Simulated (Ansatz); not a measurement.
Input file:

```
crystal:
  periodic: [false, false, false]
  atoms:
    - { symbol: In, position_ang: [0.02173, 0.374352, -0.127296] }
    - { symbol: Cl, position_ang: [-0.118994, 0.431767, 2.28159] }
    - { symbol: Cl, position_ang: [2.092282, 0.647421, -1.145354] }
    - { symbol: Cl, position_ang: [-1.952311, 0.437084, -1.351514] }
    - { symbol: "N", position_ang: [0.103684, -2.69222, 1.104209] }
    - { symbol: H, position_ang: [-0.621864, -3.400553, 1.014031] }
    - { symbol: H, position_ang: [0.989999, -3.168791, 1.260474] }
    - { symbol: H, position_ang: [-0.096025, -2.122562, 1.94916] }
basis:
  gaussian: { orbitals: def2-SVP }
hamiltonian:
  xc: pbe0
relax:
  f_tol: 0.03
  max_steps: 50
output:
  orbitals: {}
```

Launched as:

```sh
ansatz run input.yaml --threads 4 --pin off --max-ram 5120MiB --backend cpu --events-out ev --progress --plain --runs-dir out
```

The fields are those of the relaxed geometry.

Core potentials replace the inner electrons of In.

Method: RKS PBE0/def2-SVP (Ansatz 0.2.0).

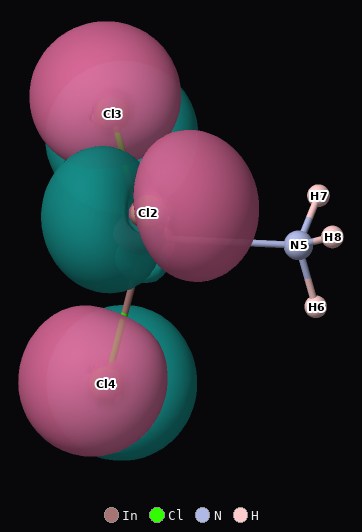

Cl3H3InN. The HOMO−1 at ±0.08 Å⁻³ᐟ² (teal and pink are the two phases), seen at a tilt.

Q: Where does this orbital lie, and at what energy?

A: By Hirshfeld shares it lies mainly on Cl2 (about 30 %), Cl3 (about 30 %), Cl4 (about 30 %) and In1 (about 5 %); largely a combination of lone pairs on Cl2, Cl3 and Cl4. It is one of a degenerate set, so its orientation is arbitrary. Its energy is −8.58 eV.
